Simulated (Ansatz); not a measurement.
# BSiHO (singlet): the correlation ladder at a displaced geometry (v2), cc-pVDZ

Aim: climb from Hartree-Fock through coupled cluster and multireference methods for BSiHO (singlet) at one geometry and basis, and see what each rung misses.

Computed with Ansatz 0.2.0, Gaussian basis. Level: cc-pVDZ, core rule «outside noble gas», up to 7 orbitals frozen.

Plan: UHF; CCSD(T) on RHF; CCSD(T) on UHF; BCCD(T) on RHF; CISD; CCSDT(Q) on RHF; CCSDT(Q) on UHF; CASSCF and MRCISD+Q, 8 electrons in 8 orbitals; CASSCF and NEVPT2, 8 electrons in 8 orbitals.

14 further runs of the same task are left out: 6 that didn't finish, 8 set aside as unsound or not needed. Runs told in other sessions of the task aren't counted.

### 1 What is computed

The geometry is a PBE0/def2-TZVP stationary point (not a proven minimum) with its atoms shifted at random (size 0.100 Å).

4 atoms, charge 0, spin multiplicity 1.

Atoms are counted from 1 here; the program's logs count them from 0.

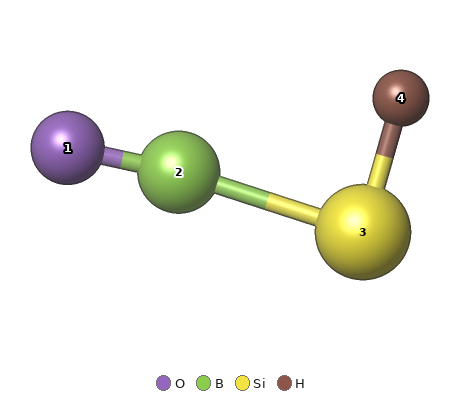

The geometry (oxygen purple, boron green, silicon yellow, hydrogen brown); atoms are numbered from 1 in the order of the file.

In the tables R marks a restricted determinant and U an unrestricted one; 'frontier' is the active space of 8 electrons in 8 orbitals; energies count from the table's Hartree-Fock row.

### 2 UHF

in.yaml reads:

```yaml
crystal:
  periodic: [false, false, false]
  atoms:
    - {symbol: O, position_ang: [0.076315, 0.034989, 1.912210]}
    - {symbol: B, position_ang: [-0.088559, 0.060902, 0.718660]}
    - {symbol: Si, position_ang: [-0.011939, -0.092612, -1.316621]}
    - {symbol: H, position_ang: [0.071170, 1.371953, -1.374774]}
basis:
  gaussian: {orbitals: cc-pVDZ}
magnetization: {spin_polarized: true, initial_magnetization: 0}
hamiltonian: {xc: hf}
output: {orbitals: {seedname: orbitals}}
```

Started as:

```sh
ansatz run in.yaml --threads 1 --pin off --events-out ev --progress --plain --max-ram 2393MiB
```

The program printed:

```text
Functional definition: HF
  name "HF"
  cite "Fock, Z. Phys. 61, 126 (1930) doi:10.1007/BF01340294"
  parent pbe
  exchange = exact_x
  correlation = 0
487 factors; integrals over basis functions are off by at most 1.3e-3 eV
mean field evaluation 1: about -10582.1243 eV, gradient 3.0e1 eV
mean field evaluation 2: about -10582.1832 eV, gradient 3.0e1 eV
mean field evaluation 4: about -10586.5025 eV, gradient 2.1e0 eV
mean field evaluation 8: about -10586.5659 eV, gradient 1.3e-1 eV
mean field evaluation 16: about -10586.6238 eV, gradient 4.6e-1 eV
mean field evaluation 32: about -10586.6484 eV, gradient 2.4e-1 eV
mean field evaluation 64: about -10583.0874 eV, gradient 4.5e0 eV
mean field -10586.65820392 eV, -389.0525130994 hartree, gradient 3.7e-5 eV, S^2 0.389140; 2 other end points of the search recorded, 0 dependent functions left out
reference -10586.65820392 eV, -389.0525130994 hartree; 14, 14 occupied and 37, 37 virtual orbitals, 487 factors
Total energy: -10586.65820392 eV, -389.0525130994 hartree
```

It took 0.87 s on 1 thread of Arm Neoverse V1, shared host.

From the report: ⟨S²⟩ of the determinant 0.389 (pure singlet: 0.00).

The unrestricted solution breaks the spin symmetry, so the restricted determinant is unstable here.

### 3 CCSD(T) on RHF

Edit in.yaml of step 2 so:

```diff
@@ -9,4 +9,4 @@
   gaussian: {orbitals: cc-pVDZ}
-magnetization: {spin_polarized: true, initial_magnetization: 0}
-hamiltonian: {xc: hf}
-output: {orbitals: {seedname: orbitals}}
+magnetization: {spin_polarized: false}
+correlation: {method: ccsd_t, electrons: outside_noble_gas}
+output: {forces: true}
```

Launched as before.

The program printed (excerpt; [...] marks lines left out):

```text
Functional definition: HF
  name "HF"
  cite "Fock, Z. Phys. 61, 126 (1930) doi:10.1007/BF01340294"
  parent pbe
[...]
487 factors; integrals over basis functions are off by at most 1.3e-3 eV
[...]
mean field -10586.56620559 eV, -389.0491322230 hartree, gradient 8.9e-7 eV, S^2 0.000000; 0 other end points of the search recorded, 0 dependent functions left out; unrestricted orbitals would lower it
7 core orbitals not correlated: weight in the atoms' cores, before any rotation towards them, 1.000 or more for the frozen orbitals, at most 0.000 for the correlated occupied ones
reference -10586.56620559 eV, -389.0491322230 hartree; 7, 7 occupied and 37, 37 virtual orbitals, 487 factors
second order -9.23252940 eV of doubles, -0.00000000 eV of singles
cycle   1  -9.37509529 eV  change   -1.4e-1 eV  update   1.2e-1
[...]
cycle  13  -9.91944198 eV  change    3.3e-8 eV  update   2.2e-6
perturbative correction -0.35698298 eV, -0.0131188827 hartree
[...]
Total energy: -10596.84263055 eV, -389.4267838749 hartree
Atom 0 at     0.076315     0.034989     1.912210 Å, force     0.021841     0.055071     1.458750 eV/Å
Atom 1 at    -0.088559     0.060902     0.718660 Å, force     0.067175    -0.209696    -1.205610 eV/Å
Atom 2 at    -0.011939    -0.092612    -1.316621 Å, force    -0.156923    -0.947838    -0.038641 eV/Å
Atom 3 at     0.071170     1.371953    -1.374774 Å, force     0.067907     1.102463    -0.214499 eV/Å
Dipole moment:    -0.052719     0.042784    -0.576189 e Å
```

It took 2.2 s on 1 thread of Arm Neoverse V1, shared host.

From the report: correlation -10.2764 eV; T1 0.022; largest double amplitude 0.10.

### 4 CCSD(T) on UHF

Edit in.yaml of step 3 so:

```diff
@@ -9,3 +9,3 @@
   gaussian: {orbitals: cc-pVDZ}
-magnetization: {spin_polarized: false}
+magnetization: {spin_polarized: true, initial_magnetization: 0}
 correlation: {method: ccsd_t, electrons: outside_noble_gas}
```

The command is unchanged.

The program printed (excerpt; [...] marks lines left out):

```text
Functional definition: HF
  name "HF"
  cite "Fock, Z. Phys. 61, 126 (1930) doi:10.1007/BF01340294"
  parent pbe
[...]
487 factors; integrals over basis functions are off by at most 1.3e-3 eV
[...]
mean field -10586.65820392 eV, -389.0525130994 hartree, gradient 1.7e-6 eV, S^2 0.389138; 7 other end points of the search recorded, 0 dependent functions left out
determinant -10586.65820392 eV, -389.0525130994 hartree, with singles and doubles -10596.38451360 eV, -389.4099483875 hartree
determinant -10585.17796347 eV, -388.9981152662 hartree, with singles and doubles -10594.81343759 eV, -389.3522124089 hartree
determinant -10586.56620559 eV, -389.0491322230 hartree, with singles and doubles -10596.48439428 eV, -389.4136189347 hartree
7 core orbitals not correlated: weight in the atoms' cores, before any rotation towards them, 1.000 or more for the frozen orbitals, at most 0.000 for the correlated occupied ones
reference -10586.65820392 eV, -389.0525130994 hartree; 7, 7 occupied and 37, 37 virtual orbitals, 487 factors
second order -8.99098111 eV of doubles, -0.00000000 eV of singles
cycle   1  -9.74063189 eV  change   -1.4e-2 eV  update   1.6e-2
[...]
cycle  15  -9.81618400 eV  change    1.9e-6 eV  update   4.6e-7
perturbative correction -0.36094147 eV, -0.0132643544 hartree
[...]
Total energy: -10596.83532940 eV, -389.4265155624 hartree
Atom 0 at     0.076315     0.034989     1.912210 Å, force     0.022644     0.051635     1.461814 eV/Å
Atom 1 at    -0.088559     0.060902     0.718660 Å, force     0.066249    -0.194717    -1.198791 eV/Å
Atom 2 at    -0.011939    -0.092612    -1.316621 Å, force    -0.156243    -0.966585    -0.060498 eV/Å
Atom 3 at     0.071170     1.371953    -1.374774 Å, force     0.067351     1.109667    -0.202526 eV/Å
Dipole moment:    -0.052779     0.045209    -0.573717 e Å
```

Run time: 10 s. Hardware: 1 thread of Arm Neoverse V1, shared host.

From the report: ⟨S²⟩ of the determinant 0.389 (pure singlet: 0.00); correlation -10.1771 eV; T1 0.074; largest double amplitude 0.11.

### 5 BCCD(T) on RHF

Edit in.yaml of step 4 so:

```diff
@@ -9,4 +9,3 @@
   gaussian: {orbitals: cc-pVDZ}
-magnetization: {spin_polarized: true, initial_magnetization: 0}
-correlation: {method: ccsd_t, electrons: outside_noble_gas}
-output: {forces: true}
+magnetization: {spin_polarized: false}
+correlation: {method: bccd_t, electrons: outside_noble_gas}
```

The command is unchanged.

The program printed (excerpt; [...] marks lines left out):

```text
Functional definition: HF
  name "HF"
  cite "Fock, Z. Phys. 61, 126 (1930) doi:10.1007/BF01340294"
  parent pbe
[...]
487 factors; integrals over basis functions are off by at most 1.3e-3 eV
[...]
mean field -10586.56620559 eV, -389.0491322230 hartree, gradient 8.9e-7 eV, S^2 0.000000; 0 other end points of the search recorded, 0 dependent functions left out; unrestricted orbitals would lower it
7 core orbitals not correlated: weight in the atoms' cores, before any rotation towards them, 1.000 or more for the frozen orbitals, at most 0.000 for the correlated occupied ones
reference -10586.56620559 eV, -389.0491322230 hartree; 7, 7 occupied and 37, 37 virtual orbitals, 487 factors
second order -9.23252940 eV of doubles, -0.00000000 eV of singles
cycle   1  -9.35240943 eV  change   -1.2e-1 eV  update   1.2e-1
[...]
cycle  11  -9.87596717 eV  change    1.4e-5 eV  update   1.3e-5
perturbative correction -0.40346920 eV, -0.0148272197 hartree
Total energy: -10596.84564196 eV, -389.4268945420 hartree
```

It took 0.94 s on 1 thread of Arm Neoverse V1, shared host.

From the report: correlation -10.2794 eV; largest double amplitude 0.10.

### 6 CISD

Edit in.yaml of step 5 so:

```diff
@@ -9,3 +9,2 @@
   gaussian: {orbitals: cc-pVDZ}
-magnetization: {spin_polarized: false}
-correlation: {method: bccd_t, electrons: outside_noble_gas}
+correlation: {active_space: {ras: {orbitals: [7, 0, 37], electrons: 14, max_holes: 2, max_particles: 2}, fixed_orbitals: true}}
```

Launched as before.

The program printed:

```text
Functional definition: HF
  name "HF"
  cite "Fock, Z. Phys. 61, 126 (1930) doi:10.1007/BF01340294"
  parent pbe
  exchange = exact_x
  correlation = 0
487 factors; integrals over basis functions are off by at most 1.3e-3 eV
mean field evaluation 1: about -10582.1849 eV, gradient 4.2e1 eV
mean field evaluation 2: about -10582.1881 eV, gradient 4.2e1 eV
mean field evaluation 4: about -10586.5124 eV, gradient 2.9e0 eV
mean field evaluation 8: about -10586.5662 eV, gradient 2.5e-4 eV
mean field -10586.56620559 eV, -389.0491322230 hartree, gradient 8.9e-7 eV, S^2 0.000000; 0 other end points of the search recorded, 0 dependent functions left out
reference -10586.56620559 eV, -389.0491322230 hartree; 14, 14 occupied and 37, 37 virtual orbitals, 487 factors
state -10595.40862170 eV, -389.3740850216 hartree
Total energy: -10595.40862170 eV, -389.3740850216 hartree
```

Wall time 1.9 s (1 thread of Arm Neoverse V1, shared host).

From the report: 95,572 determinants.

### 7 CCSDT(Q) on RHF

Edit in.yaml of step 6 so:

```diff
@@ -9,2 +9,3 @@
   gaussian: {orbitals: cc-pVDZ}
-correlation: {active_space: {ras: {orbitals: [7, 0, 37], electrons: 14, max_holes: 2, max_particles: 2}, fixed_orbitals: true}}
+magnetization: {spin_polarized: false}
+correlation: {method: ccsdt_q, electrons: outside_noble_gas}
```

Same command.

The program printed (excerpt; [...] marks lines left out):

```text
Functional definition: HF
  name "HF"
  cite "Fock, Z. Phys. 61, 126 (1930) doi:10.1007/BF01340294"
  parent pbe
[...]
923 factors; integrals over basis functions are off by at most 1.8e-7 eV
[...]
mean field -10586.56626441 eV, -389.0491343848 hartree, gradient 9.3e-7 eV, S^2 0.000000; 0 other end points of the search recorded, 0 dependent functions left out; unrestricted orbitals would lower it
7 core orbitals not correlated: weight in the atoms' cores, before any rotation towards them, 1.000 or more for the frozen orbitals, at most 0.000 for the correlated occupied ones
reference -10586.56626441 eV, -389.0491343848 hartree; 7, 7 occupied and 37, 37 virtual orbitals, 923 factors
second order -9.23256760 eV of doubles, -0.00000000 eV of singles
cycle   1  -9.37510128 eV  change   -1.4e-1 eV  update   1.4e-1
[...]
cycle  19  -10.30611837 eV  change   -2.5e-7 eV  update   1.2e-6
perturbative correction -0.03759049 eV, -0.0013814251 hartree
Total energy: -10596.90997327 eV, -389.4292586741 hartree
```

Wall time 41 s (1 thread of Arm Neoverse V1, shared host); peak memory 0.41 GiB.

From the report: correlation -10.3437 eV; T1 0.022; largest double amplitude 0.11.

### 8 CCSDT(Q) on UHF

Edit in.yaml of step 7 so:

```diff
@@ -9,3 +9,3 @@
   gaussian: {orbitals: cc-pVDZ}
-magnetization: {spin_polarized: false}
+magnetization: {spin_polarized: true, initial_magnetization: 0}
 correlation: {method: ccsdt_q, electrons: outside_noble_gas}
```

Same command.

The program printed (excerpt; [...] marks lines left out):

```text
Functional definition: HF
  name "HF"
  cite "Fock, Z. Phys. 61, 126 (1930) doi:10.1007/BF01340294"
  parent pbe
[...]
923 factors; integrals over basis functions are off by at most 1.8e-7 eV
[...]
mean field -10586.65826582 eV, -389.0525153743 hartree, gradient 2.1e-6 eV, S^2 0.389143; 7 other end points of the search recorded, 0 dependent functions left out
determinant -10586.65826582 eV, -389.0525153743 hartree, with singles and doubles -10596.38457619 eV, -389.4099506875 hartree
determinant -10585.17802698 eV, -388.9981176001 hartree, with singles and doubles -10594.81349494 eV, -389.3522145166 hartree
determinant -10586.56626441 eV, -389.0491343848 hartree, with singles and doubles -10596.48445776 eV, -389.4136212675 hartree
7 core orbitals not correlated: weight in the atoms' cores, before any rotation towards them, 1.000 or more for the frozen orbitals, at most 0.000 for the correlated occupied ones
reference -10586.65826582 eV, -389.0525153743 hartree; 7, 7 occupied and 37, 37 virtual orbitals, 923 factors
second order -8.99100982 eV of doubles, -0.00000000 eV of singles
cycle   1  -9.10248071 eV  change   -1.1e-1 eV  update   1.3e-1
[...]
cycle  27  -10.21272532 eV  change    7.3e-7 eV  update   4.1e-7
perturbative correction -0.03901056 eV, -0.0014336116 hartree
Total energy: -10596.91000170 eV, -389.4292597190 hartree
```

It took 3.4 min on 1 thread of Arm Neoverse V1, shared host; peak memory 0.79 GiB.

From the report: ⟨S²⟩ of the determinant 0.389 (pure singlet: 0.00); correlation -10.2517 eV; T1 0.080; largest double amplitude 0.13.

### 9 CASSCF and MRCISD+Q, 8 electrons in 8 orbitals

Edit in.yaml of step 8 so:

```diff
@@ -9,3 +9,2 @@
   gaussian: {orbitals: cc-pVDZ}
-magnetization: {spin_polarized: true, initial_magnetization: 0}
-correlation: {method: ccsdt_q, electrons: outside_noble_gas}
+correlation: {method: fic_mrcisd_q, electrons: outside_noble_gas, active_space: {window: {electrons: 8, orbitals: 8}}}
```

The command is unchanged.

The program printed (excerpt; [...] marks lines left out):

```text
Functional definition: HF
  name "HF"
  cite "Fock, Z. Phys. 61, 126 (1930) doi:10.1007/BF01340294"
  parent pbe
[...]
487 factors; integrals over basis functions are off by at most 1.3e-3 eV
[...]
mean field -10586.56620559 eV, -389.0491322230 hartree, gradient 8.9e-7 eV, S^2 0.000000; 0 other end points of the search recorded, 0 dependent functions left out; unrestricted orbitals would lower it
reference -10586.56620559 eV, -389.0491322230 hartree; 14, 14 occupied and 37, 37 virtual orbitals, 487 factors
state -10590.56470003 eV, -389.1960741835 hartree
contracted CI cycle   1: correlation 0.00000000 eV, 0.0000000000 hartree, residual 2.23e1 eV
contracted CI cycle   2: correlation -5.45710361 eV, -0.2005448589 hartree, residual 3.76e0 eV
contracted CI cycle   3: correlation -5.64533970 eV, -0.2074624074 hartree, residual 1.20e0 eV
contracted CI cycle   4: correlation -5.66713063 eV, -0.2082632095 hartree, residual 4.76e-1 eV
[...]
contracted CI cycle   4: correlation -6.77617540 eV, -0.2490198531 hartree, residual 3.61e-1 eV
contracted CI cycle   5: correlation -6.77797589 eV, -0.2490860199 hartree, residual 1.28e-1 eV
contracted CI cycle   6: correlation -6.77820131 eV, -0.2490943037 hartree, residual 4.88e-2 eV
contracted CI cycle   7: correlation -6.77823289 eV, -0.2490954644 hartree, residual 1.86e-2 eV
contracted CI cycle   8: correlation -6.77823739 eV, -0.2490956295 hartree, residual 6.50e-3 eV
contracted CI cycle   9: correlation -6.77823795 eV, -0.2490956503 hartree, residual 2.16e-3 eV
contracted CI cycle  10: correlation -6.77823802 eV, -0.2490956530 hartree, residual 9.49e-4 eV
state -10589.39037463 eV, -389.1529185211 hartree; corrected -10596.79908476 eV, -389.4251835965 hartree
state -10590.22352999 eV, -389.1835364157 hartree; corrected -10596.82201685 eV, -389.4260263354 hartree
WARN: the results are in doubt because another end's mean lies 0.341 eV lower, and its corrected mean 0.004 eV higher
Total energy: -10596.82201685 eV, -389.4260263354 hartree
In doubt: another end's mean lies 0.341 eV lower, and its corrected mean 0.004 eV higher
```

Run time: 32 s. Hardware: 1 thread of Arm Neoverse V1, shared host; peak memory 0.31 GiB.

From the report: 4,900 determinants; active occupations 1.98, 1.96, 1.96, 1.92, 0.09, 0.04, 0.04, 0.02. The program marks this result as in doubt; its last lines say why.

### 10 CASSCF and NEVPT2, 8 electrons in 8 orbitals

Edit in.yaml of step 9 so:

```diff
@@ -9,2 +9,2 @@
   gaussian: {orbitals: cc-pVDZ}
-correlation: {method: fic_mrcisd_q, electrons: outside_noble_gas, active_space: {window: {electrons: 8, orbitals: 8}}}
+correlation: {method: sc_nevpt2, electrons: outside_noble_gas, active_space: {window: {electrons: 8, orbitals: 8}}}
```

Launched as before.

The program printed (excerpt; [...] marks lines left out):

```text
Functional definition: HF
  name "HF"
  cite "Fock, Z. Phys. 61, 126 (1930) doi:10.1007/BF01340294"
  parent pbe
[...]
487 factors; integrals over basis functions are off by at most 1.3e-3 eV
[...]
mean field -10586.56620559 eV, -389.0491322230 hartree, gradient 8.9e-7 eV, S^2 0.000000; 0 other end points of the search recorded, 0 dependent functions left out; unrestricted orbitals would lower it
reference -10586.56620559 eV, -389.0491322230 hartree; 14, 14 occupied and 37, 37 virtual orbitals, 487 factors
state -10590.56470003 eV, -389.1960741835 hartree
state -10590.56470003 eV, -389.1960741835 hartree; corrected -10595.26535913 eV, -389.3688202194 hartree
state -10590.04991966 eV, -389.1771563537 hartree
state -10590.04991966 eV, -389.1771563537 hartree; corrected -10595.32065772 eV, -389.3708524048 hartree
state -10590.04991966 eV, -389.1771563537 hartree; corrected -10595.32065772 eV, -389.3708524048 hartree
state -10590.22352999 eV, -389.1835364157 hartree
state -10590.22352999 eV, -389.1835364157 hartree; corrected -10595.32371521 eV, -389.3709647656 hartree
state -10590.22352999 eV, -389.1835364157 hartree; corrected -10595.32371521 eV, -389.3709647656 hartree
state -10589.39037463 eV, -389.1529185211 hartree
state -10589.39037463 eV, -389.1529185211 hartree; corrected -10595.70510339 eV, -389.3849805229 hartree
state -10589.39037463 eV, -389.1529185211 hartree; corrected -10595.70510339 eV, -389.3849805229 hartree
the orbitals are reached from a further start. From the first start the search ends at -10590.56465393 eV, -389.1960724895 hartree
WARN: the results are in doubt because another end's mean lies 1.174 eV lower, and its corrected mean 0.440 eV higher
Total energy: -10595.70510339 eV, -389.3849805229 hartree
In doubt: another end's mean lies 1.174 eV lower, and its corrected mean 0.440 eV higher
```

Run time: 20 s. Hardware: 1 thread of Arm Neoverse V1, shared host.

From the report: 4,900 determinants; active occupations 1.98, 1.96, 1.95, 1.91, 0.08, 0.05, 0.05, 0.02. Mind the lines of doubt at the end of the log.

### 11 The ladder

The yardstick is RCCSDT(Q), where the cluster series has nearly closed. Rows without a time are mean-field rows or come out of runs for another level: lower rungs of the coupled-cluster runs, CASSCF and MRCISD of the multireference runs, or the Hartree-Fock search. The times of RCCSD(T), UCCSD(T) include forces.

Differences are taken before rounding.

| method | energy from the lowest RHF (meV) | from RCCSDT(Q) (meV) | time |
| --- | --- | --- | --- |
| RHF | 0.0 | +10343.8 |  |
| UHF | -92.0 | +10251.8 |  |
| RMP2 | -9232.5 | +1111.2 |  |
| UMP2 | -9083.0 | +1260.8 |  |
| CISD | -8842.4 | +1501.4 | 1.9 s |
| RCCSD | -9919.4 | +424.3 |  |
| UCCSD | -9908.2 | +435.6 |  |
| RCCSD(T) | -10276.4 | +67.3 | 2.2 s |
| UCCSD(T) | -10269.1 | +74.6 | 10 s |
| BCCD(T) | -10279.4 | +64.3 | 0.94 s |
| RCCSDT | -10306.2 | +37.6 |  |
| UCCSDT | -10304.8 | +39.0 |  |
| RCCSDT(Q) | -10343.8 | 0 | 41 s |
| UCCSDT(Q) | -10343.8 | 0.0 | 3.4 min |

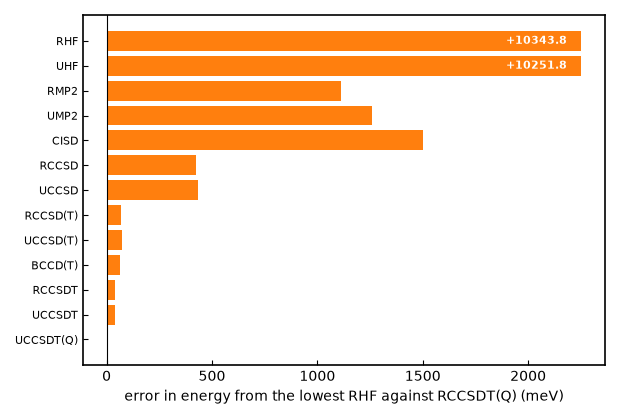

How far each level lands from RCCSDT(Q). Bars with a number in them are cut short.

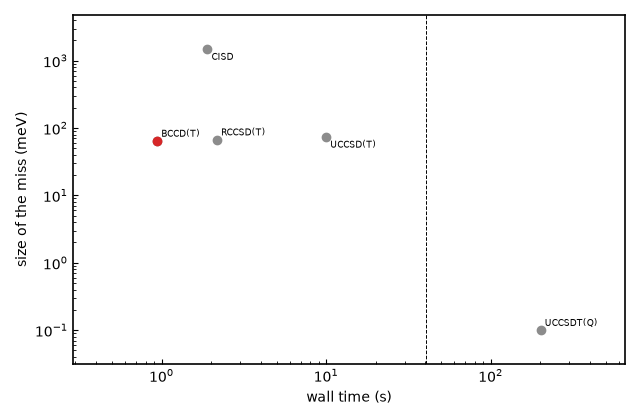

Miss against cost. Red marks the levels that no quicker level drawn beats (of those quicker than the yardstick), and the dashed line is the time of RCCSDT(Q). Misses under 0.1 meV are drawn at that value. Times are from a shared host.

Not comparable, so not listed: CASSCF and NEVPT2, 8 electrons in 8 orbitals (they don't share determinant, frozen orbitals or solution with the rows shown, or repeat one).

Left out of the table: CASSCF frontier, MRCISD frontier, MRCISD+Q frontier (the active space lost an orbital or holds another state than full CI finds).

### 12 Results

| quantity | value |
| --- | --- |
| RCCSDT(Q) from the RHF energy | -10.3438 eV |
| RMP2 from RCCSDT(Q) | +1111.2 meV |
| UMP2 from RCCSDT(Q) | +1260.8 meV |
| RCCSD from RCCSDT(Q) | +424.3 meV |
| RCCSD(T) from RCCSDT(Q) | +67.3 meV |
| UCCSD(T) from RCCSDT(Q) | +74.6 meV |
| UCCSDT(Q) from RCCSDT(Q) | 0.0 meV |
| levels within 1 kcal/mol (43 meV) | RCCSDT, UCCSDT, UCCSDT(Q) |
| T1 diagnostic | 0.022 |

What this shows: RCCSD(T) misses by +67.3 meV, 0.7 % of the correlation energy. These misses are within one basis, not against nature.

BCCD(T) reaches 64.3 meV from the reference in 0.94 s, where RCCSDT(Q) took 41 s.
